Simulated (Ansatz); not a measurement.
# YTi: relaxing a made-up structure

Starting from a made-up structure for YTi, the aim is the relaxed cell, its shortest contacts and, where a second run follows, its electronic structure.

Main program and level: Ansatz 0.2.0; DFT, r2SCAN, plane-wave PAW, files of the set soft_1, scalar-relativistic, no spin, cell and ions relaxed at zero pressure; PAW set soft_1.

### Step 1. The structure

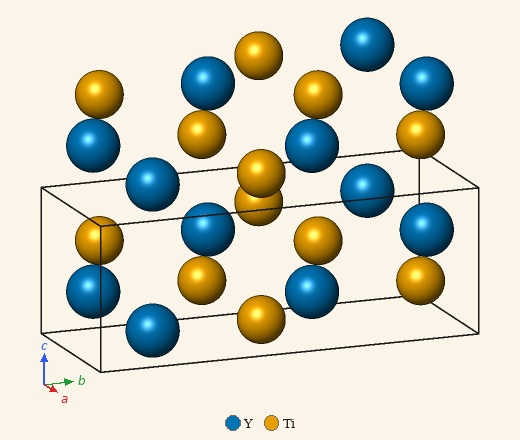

Start, viewed slightly off an axis; yttrium blue, titanium orange. 1×1×2 cells are drawn. This picture shows the conventional cell, with its axes. Some periodic images of atoms are drawn too.

### Step 2. Relaxation of the guess

The guess takes its coordinates from another compound and its volume from a rule, so the cell and any free coordinates are relaxed together.

input.yaml

```yaml
crystal:
  lattice:
    - [2.144, -5.38, 0.0]
    - [2.144, 5.38, 0.0]
    - [0.0, 0.0, 4.001]
  atoms:
    - { symbol: "Y", position: [0.1376, 0.8624, 0.25] }
    - { symbol: "Y", position: [0.8624, 0.1376, 0.75] }
    - { symbol: Ti, position: [0.4248, 0.5752, 0.25] }
    - { symbol: Ti, position: [0.5752, 0.4248, 0.75] }
kpoints:
  mp_grid: { grid: [7, 7, 7] }
scf:
  occupations: { method: fermi_dirac, width: 0.05 }
hamiltonian:
  xc: r2scan
  pseudopotentials: { kind: paw, azcp: { folder: soft_1 } }
relax:
  f_tol: 0.015
  max_steps: 70
  cell: {}
output:
  forces: true
  stress: true
```

Command:

```bash
ansatz run input.yaml --threads 4 --pin off --max-ram 8192MiB --backend cpu --events-out ev --progress --plain --runs-dir out
```

Numbers of over 12 decimals in the logs are rounded to 6 here.

Log:

```text
Engine: ansatz 0.2.0, x86_64-unknown-linux-gnu
Pseudopotentials: kind: paw
Pseudopotential: Y, paw, valence charge 11, recommended cutoff 500 eV (meta_gga), soft_1/Y.paw.azcp
Pseudopotential: Ti, paw, valence charge 12, recommended cutoff 500 eV (meta_gga), soft_1/Ti.paw.azcp
Functional definition: r2SCAN
  parameter k0 = 0.174
  parameter k1 = 0.065
  parameter a1 = 4.9479
  exchange = r2scan_x(k0 = k0, k1 = k1, a1 = a1)
  correlation = r2scan_c
Crystal: 4 atoms, lattice volume = 92.301 Å³
Basis set: ecut = 500 eV, 2331 PW (Γ), exchange–correlation on 180×180×120 points (64 copies of the dense FFT grid, shifted against one another)
Bands: 28, of which v1, the nominal top of the filled ones, is band 23 counted from 1 (22 counted from 0)
Symmetry: 8 space group operations
Space group: Cmcm (ITA 63), of the structure as read, at distance tolerance 4.5e-5 Å
k-points: 64 of 343
Non-local potential: Y, projectors of the file, l = 0: 3, l = 1: 2, l = 2: 2, l = 3: 1
Non-local potential: Ti, projectors of the file, l = 0: 3, l = 1: 2, l = 2: 3, l = 3: 1
PAW form: soft (Blöchl's): semilocal exchange-correlation on the pseudo side does not see the compensation charge
PAW frozen core: Y, regenerated for the run's functional (the file was generated under x = pbe(κ = 0.804, μ = 0.219515), c = pbe(β = 0.066725))
PAW frozen core: Ti, regenerated for the run's functional (the file was generated under x = pbe(κ = 0.804, μ = 0.219515), c = pbe(β = 0.066725))
PAW one-centre angular grid: Y, 590 points (default); XC on 160 Gauss nodes
PAW one-centre angular grid: Ti, 590 points (default); XC on 160 Gauss nodes
Initial density: superposition of atomic densities (chi_scale 0.1, normalization cell, long waves kept (reshape's long-wave potential 0.00 eV rms))
Initial wavefunctions: pseudopotential atomic-orbital guess
Functional: x = r2scan, c = r2scan; τ floored in thin density (d = 2e-4 eV/Å³)
SCF iter   1: F=—  HF=-12726.791948 eV  |F-HF|=—  |Δ(HF+E_count)|=         —  Δρ=4.30e-2  dr2=3.52e0  dr2_τ=5.11e-2  ethr=3.10e-3  ⟨swp⟩=5.4  Hψ=6943  notcnv=0
preconditioner: auto → Kerker (q_TF=auto, 2.429 Å⁻¹)  [metal: Δε(μ)=0.007 eV  Ē_g=2.519 eV  σ=0.050 eV  W_gap=0.03  n_scr=26 (ndim 8)  ℏωp=14.5 eV  f_vac=0.000  D(μ)=5.38/eV (n_scr^D=46)]
SCF iter   2: F=—  HF=-12726.445976 eV  |F-HF|=—  |Δ(HF+E_count)|=   3.46e-1  Δρ=2.26e-2  dr2=1.83e0  dr2_τ=1.92e-2  ethr=3.10e-3  ⟨swp⟩=2.7  Hψ=3426  notcnv=0
SCF iter   3: F=—  HF=-12726.336625 eV  |F-HF|=—  |Δ(HF+E_count)|=   1.09e-1  Δρ=2.06e-2  dr2=5.67e-1  dr2_τ=4.66e-2  ethr=3.10e-3  ⟨swp⟩=2.4  Hψ=2575  notcnv=0
SCF iter   4: F=—  HF=-12726.279860 eV  |F-HF|=—  |Δ(HF+E_count)|=   5.68e-2  Δρ=2.93e-3  dr2=1.17e-2  dr2_τ=6.36e-4  ethr=1.23e-3  ⟨swp⟩=2.4  Hψ=2819  notcnv=0
SCF iter   5: F=—  HF=-12726.281382 eV  |F-HF|=—  |Δ(HF+E_count)|=   1.52e-3  Δρ=1.54e-3  dr2=3.95e-3  dr2_τ=1.01e-4  ethr=2.54e-5  ⟨swp⟩=2.0  Hψ=2636  notcnv=0
SCF iter   6: F=—  HF=-12726.281348 eV  |F-HF|=—  |Δ(HF+E_count)|=   3.33e-5  Δρ=3.93e-4  dr2=1.94e-4  dr2_τ=3.35e-6  ethr=8.59e-6  ⟨swp⟩=2.0  Hψ=2066  notcnv=0
SCF iter   7: F=—  HF=-12726.281375 eV  |F-HF|=—  |Δ(HF+E_count)|=   2.70e-5  Δρ=6.28e-5  dr2=3.85e-6  dr2_τ=2.43e-7  ethr=4.23e-7  ⟨swp⟩=2.2  Hψ=2367  notcnv=0
SCF iter   8: F=—  HF=-12726.281379 eV  |F-HF|=—  |Δ(HF+E_count)|=   4.17e-6  Δρ=1.66e-5  dr2=3.75e-7  dr2_τ=1.31e-8  ethr=8.37e-9  ⟨swp⟩=2.9  Hψ=3442  notcnv=0
SCF iter   9: F=-12726.281379 eV  HF=-12726.281379 eV  |F-HF|=3.45e-8  |Δ(HF+E_count)|=   5.56e-8  Δρ=5.49e-6  dr2=5.75e-8  dr2_τ=1.70e-9  ethr=2.17e-10  ⟨swp⟩=4.0  Hψ=5598  notcnv=0
SCF 1 converged in 9 iterations: F = -12726.281379 eV  dr2 = 5.75e-8
  greatest PAW one-centre occupation: 1.000 electrons in one spin orbital (limit 2), on the Ti atom at site 3 (counted from 0), in its partial waves of l = 0
relax step   1: F+E_penalty+E_count = -12726.28137946 eV  Δ(F+E_penalty+E_count) = +0.000e0 eV  max|allowed force component| = 2.699e-1 eV/Å  Δτ_max = 0.0000 Å  P = +7.746 GPa  Ω = 92.301 Å³  (9 SCF iters, dr2 threshold 1.00e-7 eV, accepted)
Crystal: 4 atoms, lattice volume = 104.447 Å³
Basis set: ecut = 500 eV, 2635 PW (Γ), exchange–correlation on 180×180×120 points (64 copies of the dense FFT grid, shifted against one another)
Initial density: handed on by an earlier stage of this run
Initial wavefunctions: those handed on with the density
iter 1 solved again at ethr=4.62e-4 eV; its pass at ethr=3.10e-3 eV (dr2=2.13e-1 eV) is discarded
SCF iter   1: F=—  HF=-12725.600912 eV  |F-HF|=—  |Δ(HF+E_count)|=         —  Δρ=1.09e-2  dr2=2.15e-1  dr2_τ=1.13e0  ethr=4.62e-4  ⟨swp⟩=1.0  Hψ=9956  notcnv=0
preconditioner: auto → Kerker (q_TF=auto, 2.380 Å⁻¹)  [metal: Δε(μ)=0.008 eV  Ē_g=2.170 eV  σ=0.050 eV  W_gap=0.04  n_scr=26 (ndim 8)  ℏωp=13.6 eV  f_vac=0.000  D(μ)=5.84/eV (n_scr^D=50)]
SCF iter   2: F=—  HF=-12726.617510 eV  |F-HF|=—  |Δ(HF+E_count)|=    1.02e0  Δρ=1.05e-2  dr2=2.06e-1  dr2_τ=1.09e-2  ethr=4.62e-4  ⟨swp⟩=3.0  Hψ=3797  notcnv=0
SCF iter   3: F=—  HF=-12726.601917 eV  |F-HF|=—  |Δ(HF+E_count)|=   1.56e-2  Δρ=3.47e-3  dr2=1.28e-2  dr2_τ=3.98e-4  ethr=4.47e-4  ⟨swp⟩=2.4  Hψ=2530  notcnv=0
SCF iter   4: F=—  HF=-12726.603475 eV  |F-HF|=—  |Δ(HF+E_count)|=   1.56e-3  Δρ=1.07e-3  dr2=1.01e-3  dr2_τ=1.63e-4  ethr=2.78e-5  ⟨swp⟩=2.0  Hψ=2402  notcnv=0
SCF iter   5: F=—  HF=-12726.603962 eV  |F-HF|=—  |Δ(HF+E_count)|=   4.88e-4  Δρ=3.44e-4  dr2=2.19e-4  dr2_τ=9.86e-6  ethr=2.21e-6  ⟨swp⟩=2.3  Hψ=3167  notcnv=0
SCF iter   6: F=—  HF=-12726.603973 eV  |F-HF|=—  |Δ(HF+E_count)|=   1.07e-5  Δρ=1.13e-4  dr2=2.84e-5  dr2_τ=5.94e-7  ethr=4.75e-7  ⟨swp⟩=2.0  Hψ=2190  notcnv=0
SCF iter   7: F=—  HF=-12726.603972 eV  |F-HF|=—  |Δ(HF+E_count)|=   1.23e-6  Δρ=3.62e-5  dr2=3.66e-6  dr2_τ=6.96e-8  ethr=6.17e-8  ⟨swp⟩=1.4  Hψ=1827  notcnv=0
SCF iter   8: F=—  HF=-12726.603971 eV  |F-HF|=—  |Δ(HF+E_count)|=   3.11e-7  Δρ=1.70e-5  dr2=7.31e-7  dr2_τ=1.45e-8  ethr=7.95e-9  ⟨swp⟩=1.4  Hψ=1840  notcnv=0
SCF iter   9: F=-12726.603971 eV  HF=-12726.603971 eV  |F-HF|=1.40e-7  |Δ(HF+E_count)|=   6.42e-8  Δρ=8.73e-6  dr2=1.81e-7  dr2_τ=4.02e-9  ethr=8.70e-10  ⟨swp⟩=4.0  Hψ=5469  notcnv=0
SCF 2 converged in 9 iterations: F = -12726.603971 eV  dr2 = 1.81e-7
relax step   2: F+E_penalty+E_count = -12726.60397118 eV  Δ(F+E_penalty+E_count) = -3.226e-1 eV  max|allowed force component| = 1.382e-2 eV/Å  Δτ_max = 0.0586 Å  P = +0.628 GPa  Ω = 104.447 Å³  energy of the carried Pulay correction = -4.382e-3 eV  (9 SCF iters, dr2 threshold 4.00e-7 eV, accepted)
Crystal: 4 atoms, lattice volume = 105.641 Å³
Basis set: ecut = 500 eV, 2675 PW (Γ), exchange–correlation on 180×180×120 points (64 copies of the dense FFT grid, shifted against one another)
iter 1 solved again at ethr=1.94e-6 eV; its pass at ethr=3.10e-3 eV (dr2=8.93e-4 eV) is discarded
SCF iter   1: F=—  HF=-12726.595303 eV  |F-HF|=—  |Δ(HF+E_count)|=         —  Δρ=8.60e-4  dr2=8.99e-4  dr2_τ=8.57e-3  ethr=1.94e-6  ⟨swp⟩=1.2  Hψ=9885  notcnv=0
preconditioner: auto → Kerker (q_TF=auto, 2.375 Å⁻¹)  [metal: Δε(μ)=0.011 eV  Ē_g=2.176 eV  σ=0.050 eV  W_gap=0.05  n_scr=26 (ndim 8)  ℏωp=13.5 eV  f_vac=0.000  D(μ)=5.60/eV (n_scr^D=46)]
SCF iter   2: F=—  HF=-12726.607578 eV  |F-HF|=—  |Δ(HF+E_count)|=   1.23e-2  Δρ=7.32e-4  dr2=9.86e-4  dr2_τ=5.54e-5  ethr=1.94e-6  ⟨swp⟩=2.0  Hψ=3482  notcnv=0
SCF iter   3: F=—  HF=-12726.607518 eV  |F-HF|=—  |Δ(HF+E_count)|=   6.00e-5  Δρ=2.85e-4  dr2=8.21e-5  dr2_τ=3.82e-6  ethr=1.94e-6  ⟨swp⟩=2.0  Hψ=2080  notcnv=0
SCF iter   4: F=—  HF=-12726.607530 eV  |F-HF|=—  |Δ(HF+E_count)|=   1.24e-5  Δρ=1.35e-4  dr2=2.91e-5  dr2_τ=2.25e-6  ethr=1.79e-7  ⟨swp⟩=2.1  Hψ=2000  notcnv=0
SCF iter   5: F=—  HF=-12726.607535 eV  |F-HF|=—  |Δ(HF+E_count)|=   4.39e-6  Δρ=3.15e-5  dr2=7.06e-7  dr2_τ=7.42e-8  ethr=6.34e-8  ⟨swp⟩=2.0  Hψ=2226  notcnv=0
SCF iter   6: F=-12726.607535 eV  HF=-12726.607535 eV  |F-HF|=7.86e-8  |Δ(HF+E_count)|=   4.00e-7  Δρ=1.33e-5  dr2=1.90e-7  dr2_τ=8.90e-9  ethr=8.70e-10  ⟨swp⟩=4.0  Hψ=6170  notcnv=0
SCF 3 converged in 6 iterations: F = -12726.607535 eV  dr2 = 1.90e-7
relax step   3: F+E_penalty+E_count = -12726.60753483 eV  Δ(F+E_penalty+E_count) = -3.564e-3 eV  max|allowed force component| = 1.568e-2 eV/Å  Δτ_max = 0.0051 Å  P = +0.046 GPa  Ω = 105.641 Å³  energy of the carried Pulay correction = -4.784e-3 eV  (6 SCF iters, dr2 threshold 4.00e-7 eV, accepted)
[...]
relax step   4: F+E_penalty+E_count = -12726.60866432 eV  Δ(F+E_penalty+E_count) = -1.129e-3 eV  max|allowed force component| = 2.988e-3 eV/Å  Δτ_max = 0.0093 Å  P = -0.094 GPa  Ω = 106.038 Å³  energy of the carried Pulay correction = -4.917e-3 eV  (7 SCF iters, dr2 threshold 1.30e-7 eV, accepted)
[...]
relax step   5: F+E_penalty+E_count = -12726.60983802 eV  Δ(F+E_penalty+E_count) = -1.174e-3 eV  max|allowed force component| = 1.169e-2 eV/Å  Δτ_max = 0.0139 Å  P = -0.144 GPa  Ω = 106.233 Å³  energy of the carried Pulay correction = -4.982e-3 eV  (7 SCF iters, dr2 threshold 1.41e-7 eV, accepted)
[...]
relax step   6: F+E_penalty+E_count = -12726.61032093 eV  Δ(F+E_penalty+E_count) = -4.829e-4 eV  max|allowed force component| = 1.217e-2 eV/Å  Δτ_max = 0.0019 Å  P = +0.013 GPa  Ω = 105.835 Å³  energy of the carried Pulay correction = -4.849e-3 eV  (7 SCF iters, dr2 threshold 1.14e-7 eV, accepted)
[...]
relax step   7: F+E_penalty+E_count = -12726.61037622 eV  Δ(F+E_penalty+E_count) = -5.529e-5 eV  max|allowed force component| = 7.762e-4 eV/Å  Δτ_max = 0.0024 Å  P = -0.001 GPa  Ω = 105.860 Å³  energy of the carried Pulay correction = -4.858e-3 eV  (7 SCF iters, dr2 threshold 2.16e-8 eV, accepted)
Initial wavefunctions: pseudopotential atomic-orbital guess (no wavefunctions were taken with the density)
iter 1 solved again at ethr=3.22e-7 eV; its pass at ethr=3.10e-3 eV (dr2=1.48e-4 eV) is discarded
SCF iter   1: F=—  HF=-12726.616240 eV  |F-HF|=—  |Δ(HF+E_count)|=         —  Δρ=3.40e-4  dr2=1.43e-5  dr2_τ=9.33e-5  ethr=3.22e-7  ⟨swp⟩=3.0  Hψ=11228  notcnv=0
preconditioner: auto → Kerker (q_TF=auto, 2.374 Å⁻¹)  [metal: Δε(μ)=0.003 eV  Ē_g=2.185 eV  σ=0.050 eV  W_gap=0.01  n_scr=26 (ndim 8)  ℏωp=13.5 eV  f_vac=0.000  D(μ)=5.56/eV (n_scr^D=44)]
SCF iter   2: F=—  HF=-12726.616296 eV  |F-HF|=—  |Δ(HF+E_count)|=   5.64e-5  Δρ=1.86e-4  dr2=6.18e-6  dr2_τ=5.10e-6  ethr=3.11e-8  ⟨swp⟩=2.6  Hψ=3090  notcnv=0
SCF iter   3: F=—  HF=-12726.616314 eV  |F-HF|=—  |Δ(HF+E_count)|=   1.75e-5  Δρ=8.31e-5  dr2=1.43e-5  dr2_τ=5.95e-7  ethr=1.34e-8  ⟨swp⟩=2.0  Hψ=3327  notcnv=0
SCF iter   4: F=—  HF=-12726.616312 eV  |F-HF|=—  |Δ(HF+E_count)|=   1.69e-6  Δρ=1.21e-5  dr2=9.99e-8  dr2_τ=2.92e-8  ethr=1.34e-8  ⟨swp⟩=2.0  Hψ=2174  notcnv=0
SCF iter   5: F=—  HF=-12726.616313 eV  |F-HF|=—  |Δ(HF+E_count)|=   1.21e-6  Δρ=5.10e-6  dr2=7.17e-8  dr2_τ=2.30e-9  ethr=2.17e-10  ⟨swp⟩=2.0  Hψ=3285  notcnv=0
SCF iter   6: F=—  HF=-12726.616313 eV  |F-HF|=—  |Δ(HF+E_count)|=   2.62e-9  Δρ=7.79e-7  dr2=1.22e-9  dr2_τ=5.68e-11  ethr=1.56e-10  ⟨swp⟩=2.0  Hψ=2055  notcnv=0
SCF iter   7: F=—  HF=-12726.616313 eV  |F-HF|=—  |Δ(HF+E_count)|=  6.31e-10  Δρ=2.31e-7  dr2=7.93e-11  dr2_τ=4.36e-12  ethr=2.66e-12  ⟨swp⟩=2.3  Hψ=2698  notcnv=0
SCF iter   8: F=-12726.616313 eV  HF=-12726.616313 eV  |F-HF|=0.00e0  |Δ(HF+E_count)|=  1.82e-11  Δρ=6.12e-8  dr2=5.20e-12  dr2_τ=3.08e-13  ethr=1.00e-12  ⟨swp⟩=4.0  Hψ=5533  notcnv=0
SCF 8 converged in 8 iterations: F = -12726.616313 eV  dr2 = 5.20e-12
relax step   8: F+E_penalty+E_count = -12726.61631321 eV  Δ(F+E_penalty+E_count) = -5.937e-3 eV  max|allowed force component| = 1.030e-3 eV/Å  Δτ_max = 0.0000 Å  P = +0.018 GPa  Ω = 105.860 Å³  stress off target by 2.72e-2 GPa  SCF on the basis re-selected at this cell (its energy is not comparable with the rows above)  (8 SCF iters)
basis re-selected at this cell: Δ(F+E_penalty+E_count) = -5.937e-3 eV, ΔP = +0.018 GPa vs the last step (what re-selecting the basis moved, of the pressure what is left beyond the Pulay correction that the steps carried, after the strain that the cell walked since its last selection, with what the two solves' SCF thresholds leave and, on support functions, any second-order correction that the steps lacked; it is no m [...]
SCF converged after 8 iterations
Free energy (F): -12726.616313 eV
Harris-Foulkes:  -12726.616313 eV  (|F-HF|=0.00e0)
Internal energy: -12726.571805 eV  (E = F + TS)
E sigma→0 (E₀):  -12726.594059 eV
Entropy (-TS):   -0.044508 eV (-11.127 meV/atom)
Fermi energy:    9.948908 eV
--- Per-component energies (eV) ---
  E_band       = -661.587137
  E_kinetic    = 1195.468707
  E_local      = -3612.224563  (includes V_loc(G=0)·N_el)
  E_nonlocal   = 174.920273
  E_hartree    = 1371.319550
  E_xc         = -569.293078
  E_vxc        = -778.754543  (∫ρ·V_xc dr)
  E_paw        = -7766.702106  (= ΣΔE_a)
  E_vpaw       = -429.799833  (= ΣTr[D̂ρ^β])
  E_aug_tail   = -0.000040  (compensation charges beyond the density's cutoff)
  E_vtau       = 46.163702  (kinetic-family band-sum trace: ∫τ·v_τ [+ j·A + Jᵃ·Aᵃ] dr)
  E_ewald      = -3519.245731
  E_core_change = -0.814818  (= ΣΔE_core)
  E_smearing   = -0.044508  (= −TS)
  E_closure    = -0.000000  (closes the sum)
  Σ components = -12726.616313   (vs F -12726.616313, Δ=0.00e0)
--- Forces (eV/Å), atoms counted from 1 ---
  atom   1  Y     -0.00000000     0.00008678    -0.00000000
  atom   2  Y      0.00000000    -0.00008678     0.00000000
  atom   3  Ti     0.00000000    -0.00102973    -0.00000000
  atom   4  Ti    -0.00000000     0.00102973     0.00000000
  max |Σ_I F_I| component: 1.73e-18 eV/Å
--- Stress (GPa, compression-positive) ---
        0.027169      -0.000000      -0.000000
       -0.000000       0.011232      -0.000000
       -0.000000      -0.000000       0.014230
  P = ⅓ Tr σ = 0.0175 GPa (0.175 kbar)
--- Relaxed structure (7 steps of the walk, 7 accepted, 1 SCFs on fresh bases) ---
  F+E_penalty+E_count = -12726.61631321 eV   max|allowed force component| = 1.030e-3 eV/Å   (the final SCF, on the basis selected at the relaxed cell)
  cell:  # Å, volume = 105.8602 Å³
    - [2.295923, -5.666084, 0.0]
    - [2.295923, 5.666084, 0.0]
    - [0.0, 0.0, 4.068765]
  atoms:
    - { symbol: Y, position: [0.129452, 0.870548, 0.250000] }
    - { symbol: Y, position: [0.870548, 0.129452, 0.75] }
    - { symbol: Ti, position: [0.429624, 0.570376, 0.250000] }
    - { symbol: Ti, position: [0.570376, 0.429624, 0.75] }
```

Elapsed: 35 s, on 4 threads of AMD EPYC 7B13 (Zen 3), shared host; peak memory 0.86 GiB.

Step by step:

```
step  energy less that of the first step (eV)  largest force component (eV/Å)  pressure (GPa)  volume (Å³)
   1                                   0.0000                          0.2699            7.75        92.30
   2                                  -0.3226                          0.0138            0.63       104.45
   3                                  -0.3262                          0.0157            0.05       105.64
   4                                  -0.3273                          0.0030           -0.09       106.04
   5                                  -0.3285                          0.0117           -0.14       106.23
   6                                  -0.3289                          0.0122            0.01       105.83
   7                                  -0.3290                          0.0008            0.00       105.86
  8*                                  -0.3349                          0.0010            0.02       105.86
```

Relaxation steps marked * repeat the geometry before them on a plane-wave basis chosen anew for their cell, so energy and pressure can jump there.

Forces are held to the 8 operations that the run works with; a distortion that breaks them can't arise in this run.

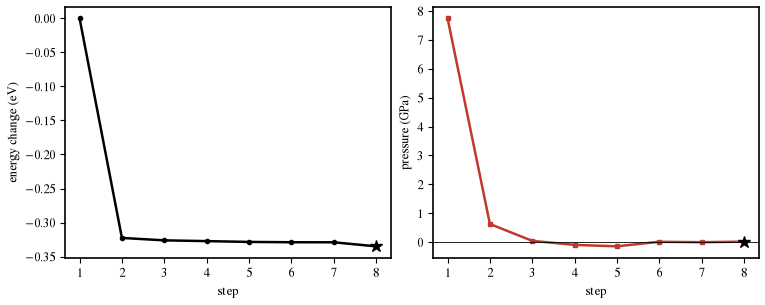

Energy and pressure along the relaxation. Stars mark steps on a basis chosen anew.

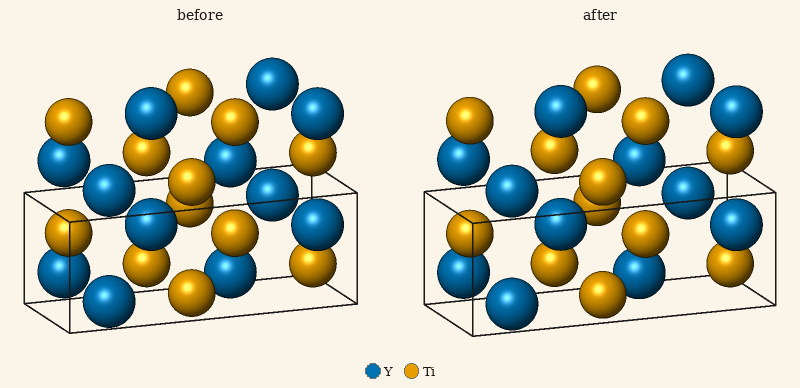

Before and after, at one scale.

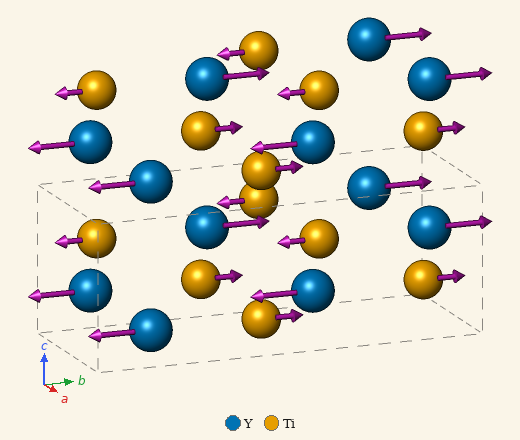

Displacements in the relaxation, exaggerated, measured against the changing cell; the longest in the cell stands for 0.09 Å. 1×1×2 conventional cells are drawn. Some periodic images of atoms are drawn too.

```
conventional cell, symmetrised  before   after   change
                         a (Å)   4.288   4.592   +7.1 %
                         b (Å)  10.760  11.332   +5.3 %
                         c (Å)   4.001   4.069   +1.7 %
              volume (Å³/atom)   23.08   26.47  +14.7 %
```

The atoms that moved most (Å, as changes of fractional coordinates times the final cell):

```
atom     dx      dy     dz  length
  Y1  0.000   0.092  0.000   0.092
  Y2  0.000  -0.092  0.000   0.092
 Ti3  0.000  -0.055  0.000   0.055
 Ti4  0.000   0.055  0.000   0.055
```

Final coordinates:

```xyz
4
Lattice="2.2959 -5.6661 0.0000 2.2959 5.6661 0.0000 0.0000 0.0000 4.0688" Properties=species:S:1:pos:R:3 pbc="T T T"
Y     2.2959    4.1991    1.0172
Y     2.2959   -4.1991    3.0516
Ti    2.2959    0.7975    1.0172
Ti    2.2959   -0.7975    3.0516
```

This step gave:

```
free energy             : -12726.6163 eV
energy at zero smearing : -12726.5941 eV
smearing term TS        : 0.04451 eV
Fermi energy            : 9.949 eV
electrons               : 46
symmetry operations     : 8
pressure                : 0.01754 GPa
```

Shortest distances by pair of elements, guess and relaxed (not always the same contact):

```
 pair  guess (Å)  relaxed (Å)
Ti–Ti      2.573        2.585
 Ti–Y      3.008        3.140
  Y–Y      3.574        3.570
```

The relaxation ends with a largest force component of 0.0010 eV/Å and a pressure of 0.02 GPa.

### Step 3. Summary of results

| Item | Value |
| --- | --- |
| space group, relaxed | Cmcm |
| conventional cell | a = 4.592, b = 11.332, c = 4.069 Å; α = 90.0°, β = 90.0°, γ = 90.0° |
| volume per atom | 26.47 Å³ (guess 23.08) |

YTi relaxes to Cmcm with a = 4.592, b = 11.332 and c = 4.069 Å. The guessed volume was 13 % too small. The space group Cmcm was held in the relaxation, so the end point is a stationary structure within it and may be a saddle against distortions or other arrangements. Mesh and cutoff weren't tested. No dispersion term is used, so weakly bound directions may come out too long. The runs have no spin, and magnetism wasn't tested. Nothing here tests whether the compound is stable against decomposition.

[Logs are printed without paths, hosts, clocks, repeated set-up lines and the standing remarks that a program may print on its own settings, such as how far it seeks lower states.]

[Hosts, paths, dates, database ids (printed as entryN), source tags and the programs' standing remarks are cut or masked in the printed files.]
